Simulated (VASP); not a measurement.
Shape and ions are relaxed at each volume.

Energy against volume of TiAl (L1_0). Level of theory: TPSS meta-GGA, VASP's PBE PAW potentials (set 64) (plane waves; VASP).

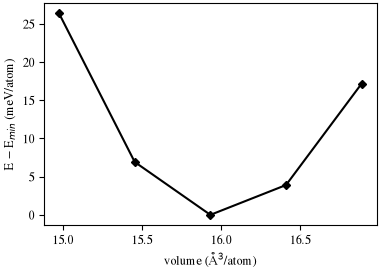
Energy against volume

**Question.** Estimate the equilibrium volume and the bulk modulus.

**Answer.** The minimum lies near 16.0 Å³/atom, and the curvature gives B0 of about 120 GPa.

The compound is TiAl in the L1_0 structure. It was relaxed first.
